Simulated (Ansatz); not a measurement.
A computed series for Nb: pressure series

Consider Nb in the bcc (W type) structure (space group Im-3m, No. 229; a = 3.272 Å).

Cell and atoms are relaxed at each pressure.

Calculations: Kohn–Sham DFT with the PBEsol functional, run in Ansatz (a quantum-chemistry and plane-wave program) with PAW and 420 eV plane waves, without spin-orbit coupling.

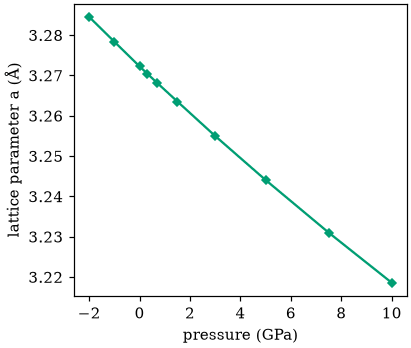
*Lattice parameter a against pressure*

From the plot, what is the lattice parameter a for pressure 10 GPa?

About 3.219 Å.

Is the trend monotonic over the range shown?

Yes, it falls throughout, spanning 3.219 Å to 3.285 Å.

Load acts through the strain it causes; cell and atoms are relaxed under it. No phonon test of stability was made. No other phases were tried under pressure. The base started in P-1 and relaxed to Im-3m at this level. The final runs are not spin-polarised.
